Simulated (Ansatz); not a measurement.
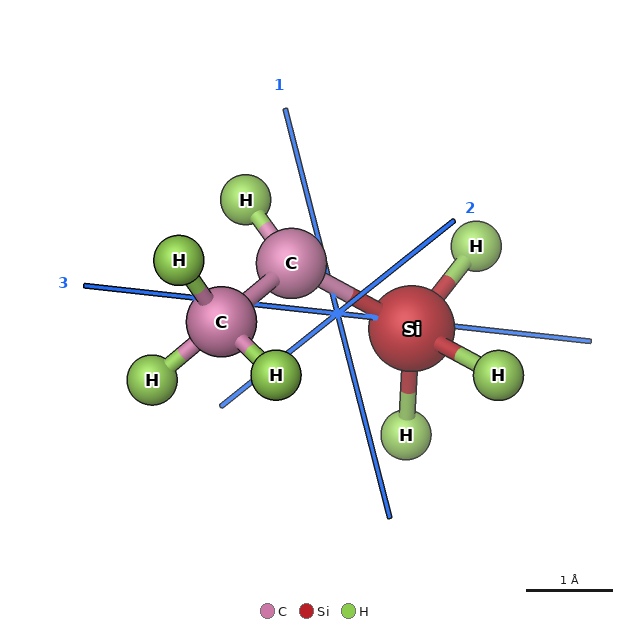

The three principal axes of inertia are drawn and numbered. Atoms fade into the background with distance from the viewer. State: charge −1, singlet. The geometry was computed by an optimisation with PBE0-D4/def2-TZVPD. No frequency run is at hand to confirm it as a minimum. Masses are those of the most abundant isotopes; constants are for the rigid equilibrium geometry.

**Which line is the a axis (least moment of inertia), which b and which c?**

a is line 3, b is line 1, c is line 2; the moments are 17.0, 104, 112 u Å².

**Classify the rotor and give the rotational constants (cm⁻¹).**

An asymmetric top (C1): A = 0.992, B = 0.163, C = 0.151 cm⁻¹. Ray's parameter κ is −0.97, close to the prolate limit.
